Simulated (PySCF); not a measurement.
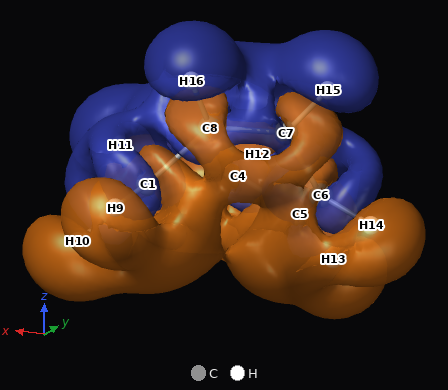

*C₈H₈, SMILES `C1=CC=CC=CC=C1`. Change of the electron density in a uniform field of 0.21 V/Å, surfaces at ±0.0008 e/Å³ (orange: gain, blue: loss).*

PySCF calculation, TPSS/6-31+G*, gas phase; geometry: GFN2-xTB. No frequency check shows the geometry to be a minimum. The basis has diffuse s and p functions alone, which still leaves polarisabilities too small, most of all across bonds.

Cartesian coordinates (Å):

```
C1       1.5915    0.4676   -0.4132
C2       1.4250   -0.8492   -0.4126
C3       0.4673   -1.5918    0.4121
C4      -0.8494   -1.4245    0.4135
C5      -1.5915   -0.4670   -0.4124
C6      -1.4251    0.8486   -0.4130
C7      -0.4678    1.5919    0.4122
C8       0.8500    1.4246    0.4138
H9       2.3800    0.9066   -1.0150
H10      2.0792   -1.4712   -1.0139
H11      0.9067   -2.3809    1.0126
H12     -1.4709   -2.0789    1.0151
H13     -2.3803   -0.9056   -1.0140
H14     -2.0799    1.4693   -1.0150
H15     -0.9068    2.3809    1.0132
H16      1.4719    2.0786    1.0154
```

Along which Cartesian direction does the field point?

Answer. Along +z: electrons gather on the −z side, against the field.

How large is the response?

Answer. The induced dipole is 0.67 D (along the field); α along this axis, from the fields in both directions, is 66 bohr³ (9.8 Å³).

Which atoms gain and lose the most charge?

Answer. Electrons gather most on H9, H10, H13 and H14 alike (Hirshfeld charge changes by −0.005 e) and leave H11, H12, H15 and H16 alike most (+0.005 e); 0.068 electrons are displaced in all.
